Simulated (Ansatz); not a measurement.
```xyz
12

Si   -0.8107   -0.9893   -0.2085
H     1.3388    1.5232    2.1944
H    -1.9846   -1.7103   -0.7570
H     0.0035   -1.7769    0.7364
N    -1.4041    0.4093    0.5440
H     1.6812   -0.0187   -1.0128
O     0.2708   -0.7417   -1.4661
H     1.6479    1.3467    1.5355
F     2.4155    0.4560   -0.6531
H    -0.8164    1.0123    1.0962
H    -2.2618    0.8544    0.2668
H    -0.0802   -0.3650   -2.2760
```

The product side of a reaction path; geometry: PBE0-D4/def2-TZVP.

Level of theory: Ansatz, RKS PBE0-D4/def2-TZVPP.

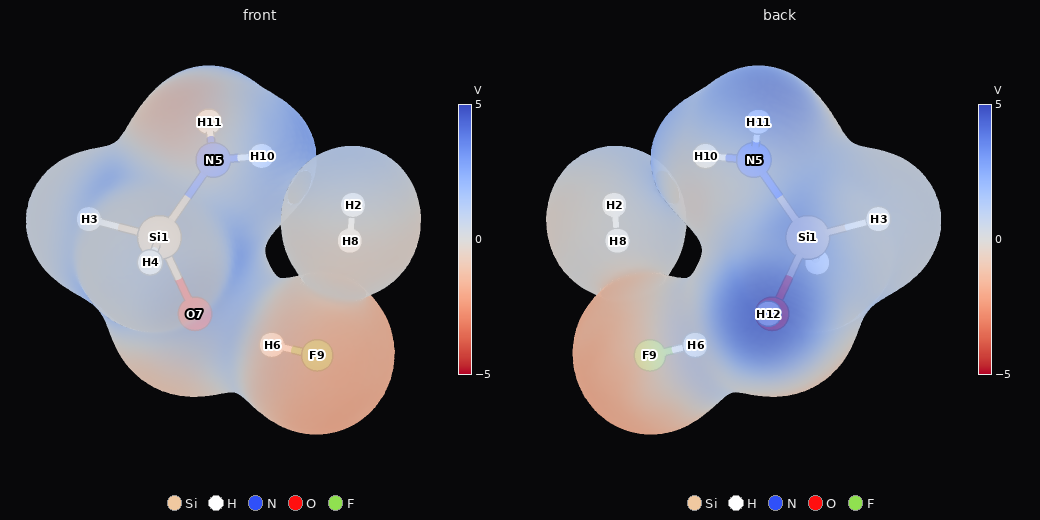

H₅NOSi···H₂···HF. The molecular electrostatic potential painted on the density surface at 0.004 e/bohr³, seen from the front and from behind; the colour scale runs from red (negative) to blue (positive).

Describe the electrostatic potential map.

Answer. The most negative region (about −1.8 V, or −42 kcal/mol for a unit charge) lies over F9, the most positive (about +3.9 V, or +90 kcal/mol for a unit charge) over H12.
